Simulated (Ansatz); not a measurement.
# Single-point calculation, with input and output: CuSn15O32 (part 1 of 4)

CuSn15O32 (defect cell, 48 atoms in the cell), computed with DFT PBE, scalar-relativistic, plane waves, PAW, spin-polarised (Ansatz 0.2.0).

The structure derives from an entry of the Crystallography Open Database.

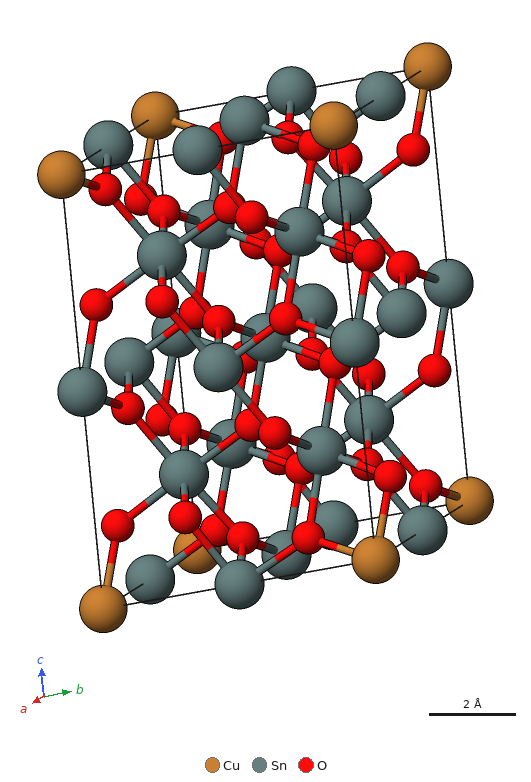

Fig. 1: The structure (ball-and-stick view of the cell of the calculation, seen slightly off an axis). An atom can appear more than once, as a periodic image.

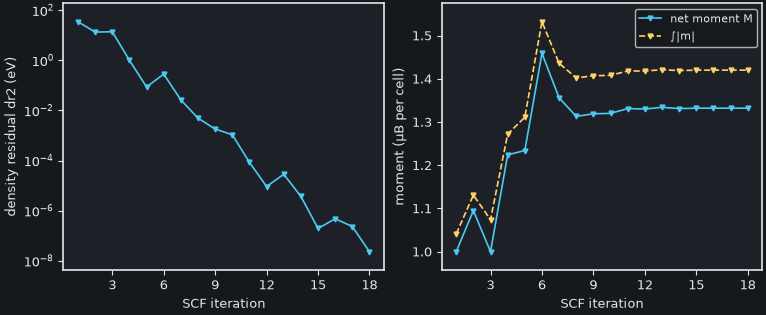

Fig. 2: Convergence of the self-consistent field: density residual dr2 and magnetic moment against the SCF iteration. The residual falls unevenly and jumps up by a factor of two or more 3 times on the way down. The net moment goes from 1.0 to 1.3 μB per cell.

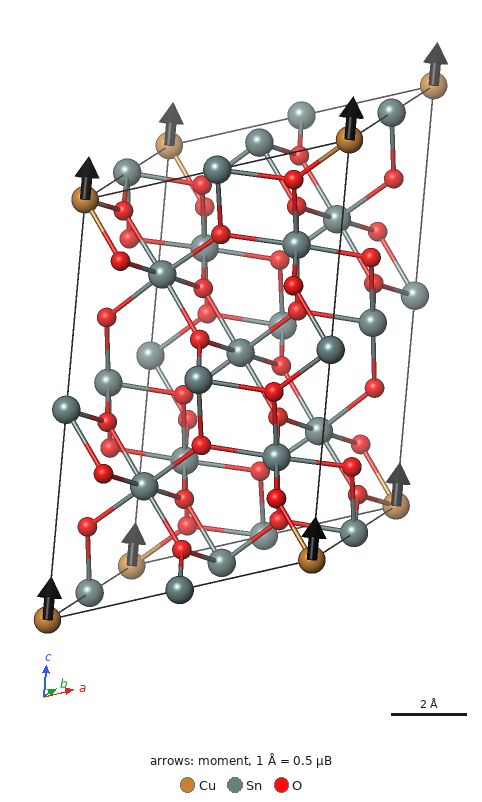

Fig. 3: Magnetic moments of the sites as black arrows (ball-and-stick view of the cell of the calculation, seen slightly off an axis); small moments hardly show. The run is collinear, so the axis drawn is arbitrary. Site moments: Cu1 (0.59 μB); O17, O27, O32, O37, O47, O48 (0.09 μB). They are counted near the atoms and needn't add up to the moment of the cell. Atoms are counted from 1 in the order of the input.

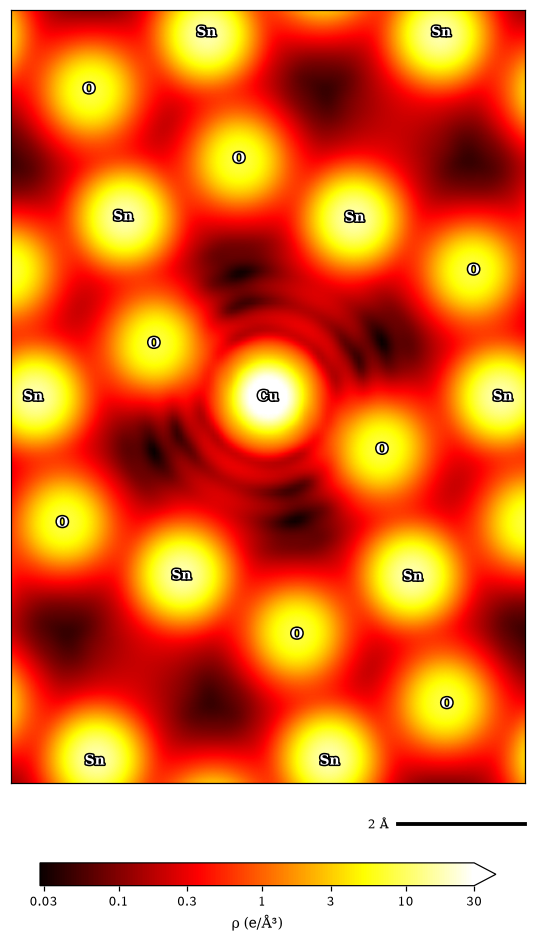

Fig. 4: Valence electron density on the (011) plane of the calculation cell. Cu–O (1.99 Å): the density is about 0.51 e/Å³ at the midpoint. Sn–O (2.05 Å): ρ is about 0.67 e/Å³ halfway. Sn–O (2.06 Å): the density is about 0.66 e/Å³ at the midpoint. Away from the nuclei the density in this plane falls to 0.03 e/Å³ at its lowest. The fields are those of the smooth PAW valence density.

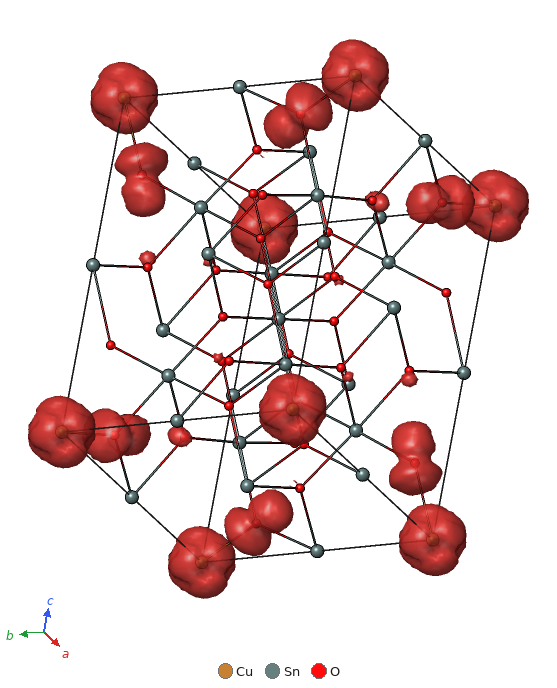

Fig. 5: Isosurfaces of the spin density at +0.015 (red) and −0.015 e/Å³ (blue), seen at an oblique angle. Sticks mark near contacts. The outline is the calculation cell. The spin density sits on Cu: +0.6 μB in one cell of 48 atoms: a single local moment. The cell of the calculation (48 atoms) carries 1.3 μB net.

These pictures come from the run below.

### The input
```yaml
crystal:
  lattice:
    - [-4.738, -4.738, 3.1865]
    - [-4.738, 4.738, 3.1865]
    - [-9.476, 0.0, -6.373]
  atoms:
    - { symbol: Cu, position: [-0.0002202211, 0.0001715414, 0.0001099875], spin: 0.59 }
    - { symbol: Sn, position: [0.2480394367, 0.2473730196, 0.7549978138] }
    - { symbol: Sn, position: [0.4998923109, 0.5001307871, 8.4413e-05] }
    - { symbol: Sn, position: [0.4998838494, 0.5000793956, 0.5000120589] }
    - { symbol: Sn, position: [0.7518320891, 0.7530036099, 0.2450833327] }
    - { symbol: Sn, position: [0.7495078185, 0.7494533227, 0.7500615236] }
    - { symbol: Sn, position: [-0.0001936636, 0.00021966, 0.5000448028] }
    - { symbol: Sn, position: [0.2502662749, 0.2506352881, 0.2499844049] }
    - { symbol: Sn, position: [0.7563455913, 0.2471425046, 0.7529317113] }
    - { symbol: Sn, position: [-0.0001652756, 0.5001200388, 0.5000454919] }
    - { symbol: Sn, position: [0.2476843428, 0.7512227488, 0.7523684844] }
    - { symbol: Sn, position: [0.2435011331, 0.7530660435, 0.2471802463] }
    - { symbol: Sn, position: [0.4998621373, 7.91199e-05, 8.40183e-05] }
    - { symbol: Sn, position: [0.4997668834, 6.44125e-05, 0.5000684278] }
    - { symbol: Sn, position: [0.7520301721, 0.249067516, 0.2477468988] }
    - { symbol: Sn, position: [-4.04829e-05, 0.5001899587, 3.96641e-05] }
    - { symbol: O, position: [0.7758764138, 0.0734384117, 0.9275316346], spin: 0.09 }
    - { symbol: O, position: [0.0233076868, 0.3281492521, 0.674038037] }
    - { symbol: O, position: [0.2721305384, 0.5695326995, 0.9226301132] }
    - { symbol: O, position: [0.2696008375, 0.5802343923, 0.4224948322] }
    - { symbol: O, position: [0.5160653804, 0.8280945448, 0.173799889] }
    - { symbol: O, position: [0.5180996194, 0.8298723972, 0.6755351544] }
    - { symbol: O, position: [0.7713227342, 0.0770848119, 0.4226274788] }
    - { symbol: O, position: [0.0193658201, 0.3347116846, 0.1755873837] }
    - { symbol: O, position: [0.6724989657, 0.479211427, 0.8263525421] }
    - { symbol: O, position: [0.9199703044, 0.7305382774, 0.5752559149] }
    - { symbol: O, position: [0.1643715259, 0.978159655, 0.8332519633], spin: 0.09 }
    - { symbol: O, position: [0.1715347908, 0.9807049286, 0.3257086412] }
    - { symbol: O, position: [0.4242575257, 0.2294561298, 0.0768295303] }
    - { symbol: O, position: [0.4208498714, 0.2287687761, 0.5777120723] }
    - { symbol: O, position: [0.6728233186, 0.4801479221, 0.3248912938] }
    - { symbol: O, position: [0.9278173235, 0.7391718241, 0.0704665811], spin: 0.09 }
    - { symbol: O, position: [0.4837110356, 0.1719326719, 0.8263284764] }
    - { symbol: O, position: [0.7301069065, 0.4199306077, 0.5775338263] }
    - { symbol: O, position: [0.9804914787, 0.6651743979, 0.8243623939] }
    - { symbol: O, position: [0.9764354607, 0.6722111436, 0.3260336415] }
    - { symbol: O, position: [0.2236760802, 0.9272886211, 0.0727016682], spin: 0.09 }
    - { symbol: O, position: [0.228280512, 0.9231471832, 0.5774596165] }
    - { symbol: O, position: [0.4813814855, 0.1709874524, 0.3248030698] }
    - { symbol: O, position: [0.727765113, 0.4306049604, 0.0774550889] }
    - { symbol: O, position: [0.8282835286, 0.0194867011, 0.6744743012] }
    - { symbol: O, position: [0.0794056049, 0.2698960656, 0.4246979157] }
    - { symbol: O, position: [0.3270892975, 0.5201584001, 0.6751324359] }
    - { symbol: O, position: [0.3267863357, 0.5211744076, 0.1735875472] }
    - { symbol: O, position: [0.5758084141, 0.7706754149, 0.9233889699] }
    - { symbol: O, position: [0.5787349876, 0.7715577282, 0.422414235] }
    - { symbol: O, position: [0.8350259263, 0.0221111504, 0.1667788512], spin: 0.09 }
    - { symbol: O, position: [0.0717813039, 0.2612845245, 0.9294768404], spin: 0.09 }
magnetization:
  spin_polarized: true
basis:
  ecutwfc: 420
  fft_grid_basis: typed
kpoints:
  mp_grid: { grid: [2, 2, 1] }
hamiltonian:
  xc: pbe
  pseudopotentials: { kind: paw }
scf:
  occupations: { method: gaussian, width: 0.05 }
output:
  forces: true
  stress: false
  eigenvalues: true
  bader: true
  write_density: true
  volumetric_format: npy
  populations: true
```

Command:
```bash
ansatz run input.yaml --threads 4 --pin off --max-ram 10240MiB --backend cpu --events-out ev --progress --plain --runs-dir out
```

### Output
```
Engine: ansatz 0.2.0, aarch64-unknown-linux-gnu
Pseudopotentials: kind: paw
Pseudopotential: Cu, paw, valence charge 19, recommended cutoff 420 eV (normal), Cu.paw.azcp
Pseudopotential: Sn, paw, valence charge 14, recommended cutoff 420 eV (normal), Sn.paw.azcp
Pseudopotential: O, paw, valence charge 6, recommended cutoff 420 eV (normal), O.paw.azcp
Functional definition: PBE
  parameter kappa = 0.804
  parameter beta = 0.06672455060314922
  exchange = pbe_x(kappa = kappa, mu = beta*pi^2/3)
  correlation = pbe_c(beta = beta)
Crystal: 48 atoms, lattice volume = 572.261 Å³
Basis set: ecut = 420 eV, 11203 PW (Γ), exchange–correlation on 100×100×160 points (8 copies of the dense FFT grid, shifted against one another)
Bands: 260, of which v1, the nominal top of the filled ones, is band 211 counted from 1 (210 counted from 0)
Symmetry: 1 space group operations
Space group: P1 (ITA 1), of the structure as read, at distance tolerance 8.3e-5 Å
Magnetic group: BNS 1.1 (UNI 1), of the structure as read, at distance tolerance 8.3e-5 Å
k-points: 4
Non-local potential: Cu, projectors of the file, l = 0: 3, l = 1: 2, l = 2: 3, l = 3: 1
Non-local potential: Sn, projectors of the file, l = 0: 2, l = 1: 2, l = 2: 2, l = 3: 2
Non-local potential: O, projectors of the file, l = 0: 2, l = 1: 2, l = 2: 1
PAW form: soft (Blöchl's): semilocal exchange-correlation on the pseudo side does not see the compensation charge
PAW one-centre angular grid: Cu, 590 points (default); XC on 64 Gauss nodes
PAW one-centre angular grid: Sn, 590 points (default); XC on 64 Gauss nodes
PAW one-centre angular grid: O, 110 points (default); XC on 64 Gauss nodes
Initial density: superposition of atomic densities (chi_scale 0.1, normalization cell, long waves kept (reshape's long-wave potential 0.05 eV rms))
Starting moments: Σ|m| = 1.13 μB on 7 of 48 sites
Initial wavefunctions: pseudopotential atomic-orbital guess
Functional: x = pbe(κ = 0.804, μ = 0.2195149727645171), c = pbe(β = 0.06672455060314922)
```
